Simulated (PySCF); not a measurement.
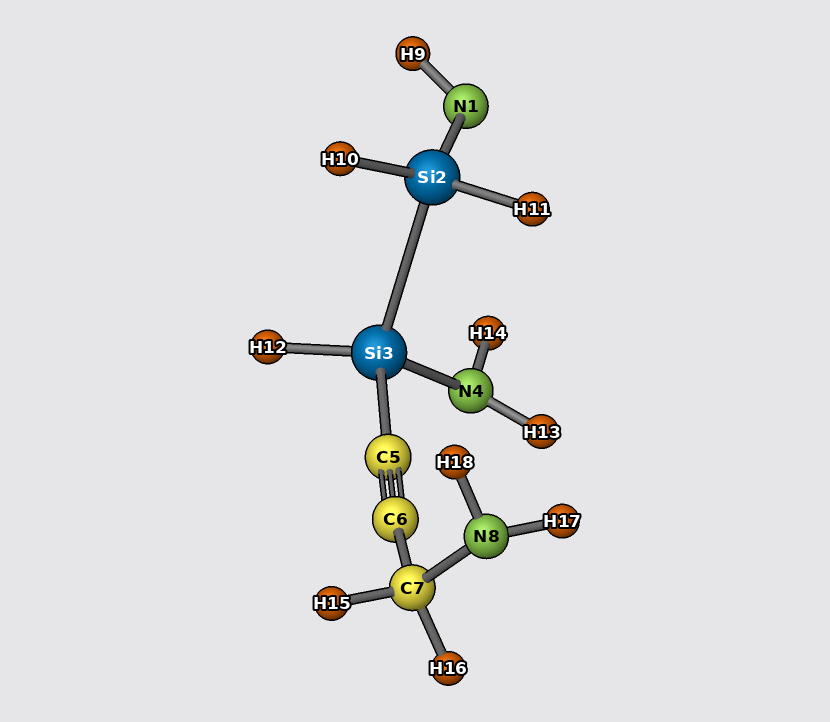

The questions are on Mulliken spin populations. Charge 0, doublet. The geometry was computed by an optimisation with GFN2-xTB. No frequency run is at hand to confirm it as a minimum. Properties computed with UKS B3LYP, pcH-1 on C H N Si, non-relativistic (PySCF 2.14.0).

### Which atom carries the largest spin population?

N1 (0.73 e).

### Which atom has the lowest spin population?

Si2 (−0.04 e); a negative value comes from spin polarisation.

Give the Mulliken spin populations atom by atom.

```csv
atom,value (e)
N1,0.73
Si2,−0.04
Si3,0.18
N4,0.04
C5,−0.01
C6,0.05
C7,0.00
N8,0.01
H9,−0.02
H10,0.02
H11,0.04
H12,0.02
H13,0.00
H14,0.00
H15,0.00
H16,0.00
H17,0.00
H18,0.00
```

Mulliken values depend strongly on the basis set. The geometry is semi-empirical. Around Si such bond lengths and angles can be off by a tenth of an ångström or more and by several degrees, and values that hang on the shape move with them.
